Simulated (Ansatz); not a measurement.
Relaxed C (graphite type, space group P6_3/mmc):

```yaml
crystal:
  lattice:
    - [2.45537, 0.00000, 0.00000]
    - [-1.22769, 2.12641, 0.00000]
    - [0.00000, 0.00000, 6.67102]
  atoms:
    - { symbol: C, position: [0.00000, 0.00000, 0.25000] }
    - { symbol: C, position: [0.00000, 0.00000, 0.75000] }
    - { symbol: C, position: [0.33333, 0.66667, 0.25000] }
    - { symbol: C, position: [0.66667, 0.33333, 0.75000] }
```

Scan: atom 1 (C, nearest neighbour C at 1.418 Å; its periodic images, 2.5 Å or more away, move with it) is displaced along Cartesian [110], direction (0.707, 0.707, 0.000) in Cartesian axes, by s. The other atoms stay.

Level of theory: r2SCAN+rVV10 (plane waves to 500 eV, PAW, scalar-relativistic; Ansatz, a first-principles code). k mesh 12×12×4 (Γ-centred), Fermi-Dirac smearing 0.05 eV. E stands for the smeared free energy. With partly filled bands, energies and forces of such displacements shift with the k mesh and the smearing. C was relaxed with its symmetry unable to fall. The zero of ΔE is the undisplaced structure.

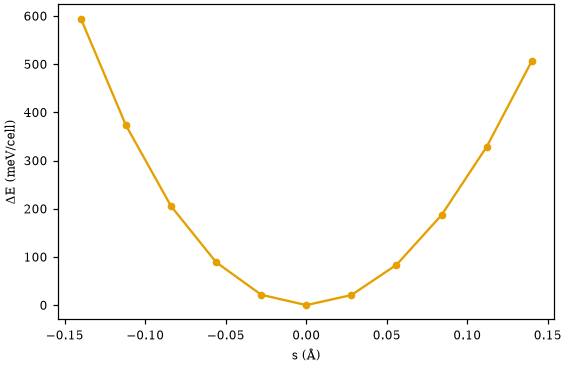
*ΔE (meV/cell) against s (Å); markers are the computed points, lines only join them.*

**Question.** Is the energy the same for displacements of ±0.140 Å, and if not, which side lies higher?

**Answer.** Not even: the negative side lies higher at ±0.140 Å.

**Question.** What is the energy change at s = 0.140 Å?

**Answer.** About 510 meV/cell.

(A displaced cell: forces are minus the slopes of the energy, force constants its curvatures, and phonons follow from these.)
